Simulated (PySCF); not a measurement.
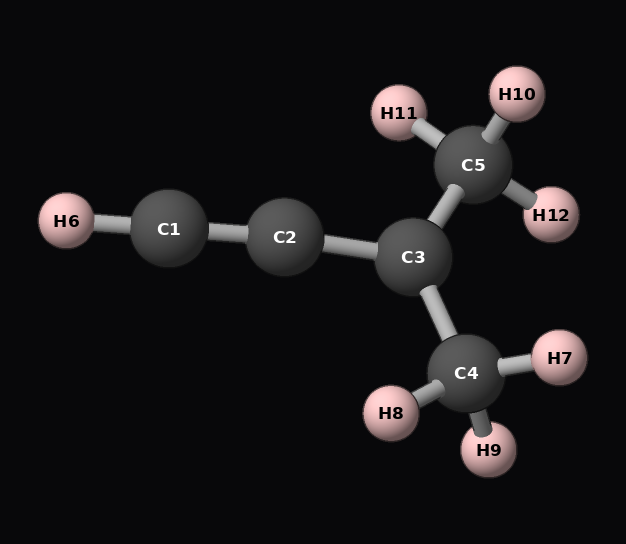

The species has charge +1 and is a spin singlet. Geometry: a frame of a GFN2-xTB molecular-dynamics simulation, not a minimum. Properties computed with GIAO PBE0/pcSseg-1 NMR shielding, non-relativistic, gas phase (PySCF 2.14.0). Principal shieldings σ11 ≤ σ22 ≤ σ33, span Ω = σ33 − σ11, skew κ = 3(σiso − σ22)/Ω.

> Which C atom has the most anisotropic shielding?

C3, with a span of 459 ppm.

Give the shielding tensors of the C atoms.

```csv
atom,σ11,σ22,σ33,σiso,Ω,κ
C1,−115.5,−26.4,42.0,−33.3,157.5,−0.13
C2,−19.3,−16.9,267.7,77.1,287.0,0.98
C3,−300.8,−149.4,158.3,−97.3,459.1,0.34
C4,86.3,151.3,174.7,137.4,88.4,−0.47
C5,84.8,152.8,178.5,138.7,93.7,−0.45
```

Shieldings and span in ppm.
